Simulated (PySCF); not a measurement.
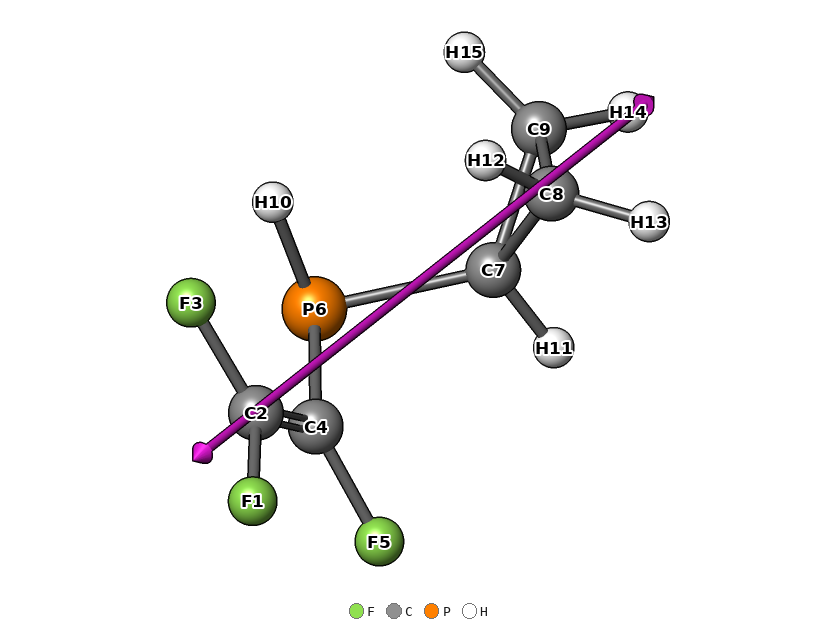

The double arrow shows the direction of the transition dipole to excited singlet state 2 (its length means nothing). Computed geometry: GFN2-xTB optimisation. No frequency run is at hand to confirm it as a minimum. Level of theory: TDDFT B3LYP/def2-SVPD, vertical, gas phase, core orbitals frozen in the response (PySCF 2.14.0).

How is the transition polarised?

Close to the long direction F1···C9.

Give its energy, strength and character.

5.88 eV (211 nm), oscillator strength 0.16, mainly HOMO → LUMO (weight 0.83); transition dipole 2.67 D.

The geometry is semi-empirical. Around P such bond lengths and angles can be off by a tenth of an ångström or more and by several degrees, and values that hang on the shape move with them.
